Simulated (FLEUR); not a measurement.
# CrWN2: parallel and opposed starts

Does CrWN2 prefer parallel or opposed moments?

Calculated with FLEUR MaX-R8.1; PBEsol with U = 3.5 eV on Cr d; all-electron FLAPW, Dirac cores, scalar-relativistic bands.

### 1. Starting point

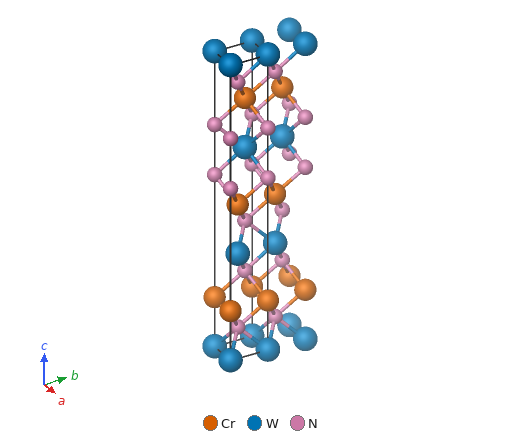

The cell as given, slightly off an axis (chromium orange, tungsten blue, nitrogen pink). 1×2×1 cells are drawn. This picture shows the conventional cell, with its axes. Bonds to atoms that aren't drawn are left out. Some periodic images of atoms are drawn too.

The cell comes from a database of computed structures and need not be the stable phase.

### 2. Order 1, typed as ferro +

The parallel start comes first: it shows whether parallel moments hold. A Hubbard U acts on the open shell, since semilocal functionals spread its electrons too much.

inpgen writes inp.xml from crystal.txt; cutoffs, mixing, functional, smearing and local orbitals are then set in the file. The k list default-1 (kpts.xml, not shown) is a Γ-centred 8×8×8 mesh; where the ranks do not divide the number of points, some are split in two of half the weight.

inp.xml

```
<?xml version="1.0" encoding="UTF-8" standalone="no"?>
<fleurInput fleurInputVersion="0.39">
   <comment>
      CrWN2
   </comment>
   <calculationSetup>
      <cutoffs Kmax="4.29" Gmax="12.9" GmaxXC="12.9" numbands="0"/>
      <scfLoop itmax="130" minDistance="0.0001" maxIterBroyd="15" imix="Anderson" alpha="0.05" precondParam="0.0" spinf="2.0" sdNocoIR="T"/>
      <coreElectrons ctail="T" frcor="F" kcrel="0" coretail_lmax="0"/>
      <xcFunctional name="PBEs" relativisticCorrections="F"/>
      <magnetism jspins="2"/>
      <soc l_soc="F" theta="0.0" phi="0.0" spav="F"/>
      <expertModes spex="0" secvar="F"/>
      <geometryOptimization l_f="F" forcealpha="1.0" forcemix="BFGS" epsdisp="0.00001" epsforce="0.00001"/>
      <ldaU l_linMix="F" mixParam="0.05" spinf="1.0"/>
   </calculationSetup>
   <cell>
      <bzIntegration valenceElectrons="38.0" mode="hist" fermiSmearingEnergy="0.00293995">
         <kPointListSelection listName="default-1"/>
         <xi:include xmlns:xi="http://www.w3.org/2001/XInclude" href="kpts.xml"> </xi:include>
      </bzIntegration>
      <xi:include xmlns:xi="http://www.w3.org/2001/XInclude" href="sym.xml"> </xi:include>
      <bulkLattice scale="1.0">
         <bravaisMatrix>
            <row-1>    2.6993922388361526     1.5584948357496962    10.0713841180591679</row-1>
            <row-2>   -2.6993922388361526     1.5584948357496962    10.0713841180591679</row-2>
            <row-3>    0.0000000000000000    -3.1169896714993923    10.0713841180591679</row-3>
         </bravaisMatrix>
      </bulkLattice>
   </cell>
   <atomSpecies>
      <species name="Chromium (3.000" element="Cr" atomicNumber="24">
         <mtSphere radius="2.48" gridPoints="819" logIncrement="0.015"/>
         <atomicCutoffs lmax="10" lnonsphr="8"/>
         <electronConfig flipSpins="F">
            <coreConfig>(1s1/2) (2s1/2) (2p1/2) (2p3/2)</coreConfig>
            <valenceConfig>(3s1/2) (3p1/2) (3p3/2) (4s1/2) (3d3/2) (3d5/2)</valenceConfig>
            <stateOccupation state="(4s1/2)" spinUp="0.5" spinDown="0.5"/>
            <stateOccupation state="(3d3/2)" spinUp="1.0" spinDown="1.0"/>
            <stateOccupation state="(3d5/2)" spinUp="3.0" spinDown="0.0"/>
         </electronConfig>
         <energyParameters s="4" p="4" d="3" f="4"/>
         <ldaU l="2" U="3.5" J="0.0" l_amf="F"/>
         <lo type="SCLO" l="0" n="3" eDeriv="0"/>
         <lo type="SCLO" l="1" n="3" eDeriv="0"/>
      </species>
      <species name="Tungsten (W)" element="W" atomicNumber="74">
         <mtSphere radius="2.53" gridPoints="837" logIncrement="0.016"/>
         <atomicCutoffs lmax="10" lnonsphr="8"/>
         <electronConfig flipSpins="F">
            <coreConfig>(1s1/2) (2s1/2) (2p1/2) (2p3/2) (3s1/2) (3p1/2) (3p3/2) (4s1/2) (3d3/2) (3d5/2) (4p1/2) (4p3/2) (4d3/2) (4d5/2) (4f5/2) (4f7/2)</coreConfig>
            <valenceConfig>(5s1/2) (5p1/2) (5p3/2) (6s1/2) (5d3/2) (5d5/2)</valenceConfig>
            <stateOccupation state="(5d3/2)" spinUp="0.800000" spinDown="0.800000"/>
            <stateOccupation state="(5d5/2)" spinUp="1.200000" spinDown="1.200000"/>
         </electronConfig>
         <energyParameters s="6" p="6" d="5" f="5"/>
         <lo type="SCLO" l="0" n="5" eDeriv="0"/>
         <lo type="SCLO" l="1" n="5" eDeriv="0"/>
      </species>
      <species name="Nitrogen (N)" element="N" atomicNumber="7">
         <mtSphere radius="1.4" gridPoints="463" logIncrement="0.022"/>
         <atomicCutoffs lmax="6" lnonsphr="4"/>
         <electronConfig flipSpins="F">
            <coreConfig>(1s1/2)</coreConfig>
            <valenceConfig>(2s1/2) (2p1/2) (2p3/2)</valenceConfig>
            <stateOccupation state="(2p1/2)" spinUp="0.500000" spinDown="0.500000"/>
            <stateOccupation state="(2p3/2)" spinUp="1.000000" spinDown="1.000000"/>
         </electronConfig>
         <energyParameters s="2" p="2" d="3" f="4"/>
      </species>
   </atomSpecies>
   <atomGroups>
      <atomGroup species="Chromium (3.000">
         <relPos label="                   1">-.1679060000 -.1679060000 -.1679060000</relPos>
         <force calculate="T" relaxXYZ="TTT"/>
      </atomGroup>
      <atomGroup species="Tungsten (W)">
         <relPos label="                   2">-.0016120000 -.0016120000 -.0016120000</relPos>
         <force calculate="T" relaxXYZ="TTT"/>
      </atomGroup>
      <atomGroup species="Nitrogen (N)">
         <relPos label="                   3">.4169510000 .4169510000 .4169510000</relPos>
         <force calculate="T" relaxXYZ="TTT"/>
      </atomGroup>
      <atomGroup species="Nitrogen (N)">
         <relPos label="                   4">.2473680000 .2473680000 .2473680000</relPos>
         <force calculate="T" relaxXYZ="TTT"/>
      </atomGroup>
   </atomGroups>
   <output dos="F" band="F" slice="F">
      <bandDOS minEnergy="-.5*Htr" maxEnergy="0.5*Htr" sigma="0.015" storeEVData="T"/>
      <plotting iplot="0" polar="F">
         <plot TwoD="T" vec1="  1.0  0.0  0.0" vec2="  0.0  1.0  0.0" vec3="  0.0  0.0  1.0" zero="  0.0  0.0  0.0" file="plot"/>
      </plotting>
      <moessbauerParams electricFieldGradient="F" isomerShift="F" coreHyperfine="F" valenceHyperfine="F"/>
   </output>
</fleurInput>
```

crystal.txt

```
CrWN2
&input film=F cartesian=F /
1.42845685610  0.82471995040  5.32954695760
-1.42845685610  0.82471995040  5.32954695760
0.00000000000  -1.64943990080  5.32954695760
1.8897261246
1.0 1.0 1.0

4
24 0.83209400000  0.83209400000  0.83209400000 : 3.000
74 0.99838800000  0.99838800000  0.99838800000
7 0.41695100000  0.41695100000  0.41695100000
7 0.24736800000  0.24736800000  0.24736800000

&kpt div1=8 div2=8 div3=8 gamma=T /
```

On the command line:

```sh
> OMP_NUM_THREADS=1 inpgen -f crystal.txt > inpgen.log  # inp.xml is then edited as shown
> OMP_NUM_THREADS=1 mpirun -n 4 fleur_MPI > fleur.log
```

The program printed:

```text
Welcome to FLEUR        (www.flapw.de)
      MaX-Release 8.1          (www.max-centre.eu)

 ========== k-point set info ==========
 Selected k-point list: default-1
 k-point list type: mesh
 0 x 0 x 0
 Number of k points: 68

 ------------Calculation Setup---------------------------
 Number of MPI-tasks      :            4
 Number of PE/node        :            4
 Number of OMP-threads    :            1
 k-points in parallel     :            4
 pe's per k-point         :            1
 No of k-point loops      :           17
 Eigenvalue solver        :       lapack
 Number of basis functions:          374
 Approximate size of matrices (H+S) per k-point:         0.004 GB
 --------------------------------------------------------
 no density matrix found ... skipping LDA+U
 Reset of history
 Iteration:     1   Distance:      50.31387378 me/bohr^3
 Iteration:     2   Distance:      35.08027127 me/bohr^3
 Iteration:     3   Distance:      27.29624912 me/bohr^3
 Iteration:     4   Distance:      30.35105240 me/bohr^3
 Iteration:     5   Distance:      12.20345566 me/bohr^3
 Iteration:     6   Distance:      10.33633954 me/bohr^3
 Iteration:     7   Distance:       7.06160069 me/bohr^3
 Iteration:     8   Distance:       4.59946031 me/bohr^3
 Iteration:     9   Distance:       4.94148070 me/bohr^3
 Iteration:    10   Distance:       2.65470353 me/bohr^3
[... 16 iterations left out ...]
 Iteration:    27   Distance:       0.00486171 me/bohr^3
 Iteration:    28   Distance:       0.00445392 me/bohr^3
 Iteration:    29   Distance:       0.00177379 me/bohr^3
 Iteration:    30   Distance:       0.00057117 me/bohr^3
 Iteration:    31   Distance:       0.00053232 me/bohr^3
 Iteration:    32   Distance:       0.00051897 me/bohr^3
 Iteration:    33   Distance:       0.00021019 me/bohr^3
 Iteration:    34   Distance:       0.00017920 me/bohr^3
 Iteration:    35   Distance:       0.00012333 me/bohr^3
 Iteration:    36   Distance:       0.00003785 me/bohr^3

 ********************************************************************
 Run finished successfully
 Stop message:
   all done
 ********************************************************************

--- out.xml (last complete iteration) ---
<iteration numberForCurrentRun="   36" overallNumber="   36">
         [... left out ...]
         <bandgap value="0.0189874481" units="eV"/>
         <sumValenceSingleParticleEnergies value="-12.4673192819" units="Htr"/>
         <FermiEnergy value="0.5998456895" units="Htr"/>
         <valenceDensity>
            <mtCharges spin="1">
               <mtCharge atomType="1" total="8.3393638" s="1.1745790" p="3.2585802" d="3.8153430" f="0.0685095"/>
               <mtCharge atomType="2" total="6.3454849" s="1.1918308" p="3.2192139" d="1.8069689" f="0.0953434"/>
               <mtCharge atomType="3" total="1.6456018" s="0.5349272" p="1.1009830" d="0.0086581" f="0.0008983"/>
               <mtCharge atomType="4" total="1.6278060" s="0.5366419" p="1.0805626" d="0.0095504" f="0.0009119"/>
            </mtCharges>
            <mtCharges spin="2">
               <mtCharge atomType="1" total="5.0295793" s="1.1552898" p="3.2347353" d="0.5582011" f="0.0592533"/>
               <mtCharge atomType="2" total="6.1648071" s="1.1861963" p="3.2158356" d="1.6456587" f="0.0877608"/>
               <mtCharge atomType="3" total="1.6523196" s="0.5414335" p="1.1051265" d="0.0051670" f="0.0005162"/>
               <mtCharge atomType="4" total="1.6651244" s="0.5437740" p="1.1151899" d="0.0055123" f="0.0005652"/>
            </mtCharges>
            <spinDependentCharge spin="1" total="20.7901906" interstitial="2.8319341" mtSpheres="17.9582565"/>
            <spinDependentCharge spin="2" total="17.2098094" interstitial="2.6979790" mtSpheres="14.5118304"/>
            <totalCharge value="38.0000000000"/>
         </valenceDensity>
         [... left out ...]
         <allElectronCharges>
            <spinDependentCharge spin="1" total="57.7901906" interstitial="2.8351341" mtSpheres="54.9550565"/>
            <spinDependentCharge spin="2" total="54.2098094" interstitial="2.7011574" mtSpheres="51.5086520"/>
            <totalCharge value="111.9999999495"/>
         </allElectronCharges>
         <magneticMomentsInMTSpheres units="muBohr">
            <globalMagMoment atomType="1" vec="0.00000   0.00000   3.30978"/>
            <localMagMoment atomType="1" vec="0.00000   0.00000   3.30978"/>
            <globalMagMoment atomType="2" vec="0.00000   0.00000   0.18065"/>
            <localMagMoment atomType="2" vec="0.00000   0.00000   0.18065"/>
            <globalMagMoment atomType="3" vec="0.00000   0.00000  -0.00672"/>
            <localMagMoment atomType="3" vec="0.00000   0.00000  -0.00672"/>
            <globalMagMoment atomType="4" vec="0.00000   0.00000  -0.03732"/>
            <localMagMoment atomType="4" vec="0.00000   0.00000  -0.03732"/>
         </magneticMomentsInMTSpheres>
         <moessbauerParams unitsHFF="kG" unitsIS="e/bohr^3" unitsEFG="Htr/bohr^2">
         </moessbauerParams>
         <totalEnergy value="   -17320.3279492363" units="Htr">
            <sumOfEigenvalues value="   -10540.1078485094">
               <coreElectrons value="-10527.6405292275"/>
               <valenceElectrons value="-12.4673192819"/>
            </sumOfEigenvalues>
            <densityCoulombPotentialIntegral value="-29417.8780771600"/>
            <densityEffectivePotentialIntegral value="-29920.2826432968"/>
            <chargeDenXCDenIntegral value="-381.9247321197"/>
            <FockExchangeEnergyValence value="0.0000000000"/>
            <FockExchangeEnergyCore value="0.0000000000"/>
            <atomTypeDependentContributions atomType="1">
               <electronNucleiInteractionDifferentMTs value="1252.9945740250"/>
               <MadelungTerm value="-9.0335154330"/>
            </atomTypeDependentContributions>
            <atomTypeDependentContributions atomType="2">
               <electronNucleiInteractionDifferentMTs value="20176.7136595169"/>
               <MadelungTerm value="-37.8028747274"/>
            </atomTypeDependentContributions>
            <atomTypeDependentContributions atomType="3">
               <electronNucleiInteractionDifferentMTs value="61.3624796742"/>
               <MadelungTerm value="-5.2923185750"/>
            </atomTypeDependentContributions>
            <atomTypeDependentContributions atomType="4">
               <electronNucleiInteractionDifferentMTs value="61.3428784350"/>
               <MadelungTerm value="-5.3006595759"/>
            </atomTypeDependentContributions>
            <dftUCorrection value="-0.2039866384"/>
            <tkbTimesEntropy value="0.0010619243"/>
            <freeEnergy value="-17320.3290111605"/>
            <extrapolationTo0K value="-17320.3284801984"/>
         </totalEnergy>
         <ldaUDensityMatrix>
            <densityMatrixFor spin="1" atomType="1" uIndex="1" l="2" U="3.50000000" J="0.00000000">
               (+0.80494,+0.00000) (+0.00000,+0.00000) (+0.00000,+0.00000) (+0.00412,-0.17966) (+0.00000,+0.00000)
               (+0.00000,+0.00000) (+0.64520,+0.00000) (+0.00000,+0.00000) (+0.00000,+0.00000) (+0.00412,+0.17966)
               (+0.00000,+0.00000) (+0.00000,+0.00000) (+0.91505,+0.00000) (+0.00000,+0.00000) (+0.00000,+0.00000)
               (+0.00412,+0.17966) (+0.00000,+0.00000) (+0.00000,+0.00000) (+0.64520,+0.00000) (+0.00000,+0.00000)
               (+0.00000,+0.00000) (+0.00412,-0.17966) (+0.00000,+0.00000) (+0.00000,+0.00000) (+0.80494,+0.00000)
            </densityMatrixFor>
            <densityMatrixFor spin="2" atomType="1" uIndex="1" l="2" U="3.50000000" J="0.00000000">
               (+0.09417,+0.00000) (+0.00000,+0.00000) (+0.00000,+0.00000) (-0.00099,+0.05652) (+0.00000,+0.00000)
               (+0.00000,+0.00000) (+0.13485,+0.00000) (+0.00000,+0.00000) (+0.00000,+0.00000) (-0.00099,-0.05652)
               (+0.00000,+0.00000) (+0.00000,+0.00000) (+0.10016,+0.00000) (+0.00000,+0.00000) (+0.00000,+0.00000)
               (-0.00099,-0.05652) (+0.00000,+0.00000) (+0.00000,+0.00000) (+0.13485,+0.00000) (+0.00000,+0.00000)
               (+0.00000,+0.00000) (-0.00099,+0.05652) (+0.00000,+0.00000) (+0.00000,+0.00000) (+0.09417,+0.00000)
            </densityMatrixFor>
         </ldaUDensityMatrix>
         <ldaUDensityMatrixConvergence>
            <distance spin="1" distance="0.000001"/>
            <distance spin="2" distance="0.000001"/>
         </ldaUDensityMatrixConvergence>
         <densityConvergence units="me/bohr^3">
            <chargeDensity spin="1" distance="0.0000219380"/>
            <chargeDensity spin="2" distance="0.0000248472"/>
            <overallChargeDensity distance="0.0000378517"/>
            <spinDensity distance="0.0000276507"/>
         </densityConvergence>
      </iteration>
```

The job ended after 2.5 min (4 MPI ranks of Arm Neoverse V1, shared host; peak memory 0.42 GiB).

Spin moment in the muffin-tin sphere by atom:

```
atom  spin moment in the muffin-tin sphere (μB)
 Cr1                                       3.31
  W2                                       0.18
  N3                                      -0.01
  N4                                      -0.04
```

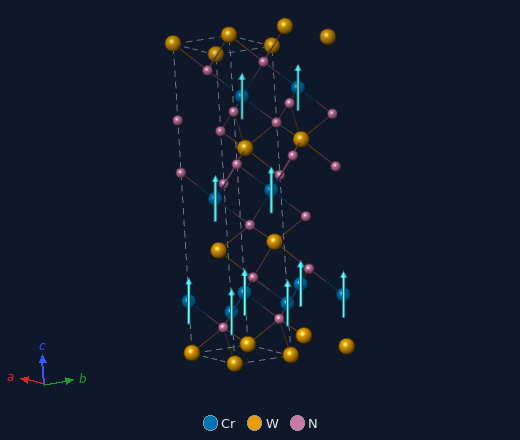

Spin moment in the muffin-tin sphere as arrows, the longest 3.31 μB. Up and down stand for the sign. Arrows give size and sign along the axis of quantisation, drawn up and down the page. Bonds to atoms that aren't drawn are left out. 1×2×1 conventional cells are drawn. Some periodic images of atoms are drawn too.

This step gave:

| Property | Result |
| --- | --- |
| free energy | -471310.1626 eV |
| program's band gap on this mesh (in a metal only a level spacing) | 0.01899 eV |
| magnetization | 3.580 μB |
| final state | ferromagnetic |

After 36 cycles the largest moment stands at 3.31 μB.

(Continued in part 2 of 4.)

[Logs and program files are shortened in this print: banners, set-up blocks, solver, clock and traceback lines can be left out without a mark of their own.]

[Logs are printed without paths, hosts, clocks, repeated set-up lines and the standing remarks that a program may print on its own settings, such as how far it seeks lower states.]

[Hosts, paths, dates, database ids (printed as entryN), source tags and the programs' standing remarks are cut or masked in the printed files.]

[Where a cell is said to come from a database of computed structures, the database is the Materials Project.]
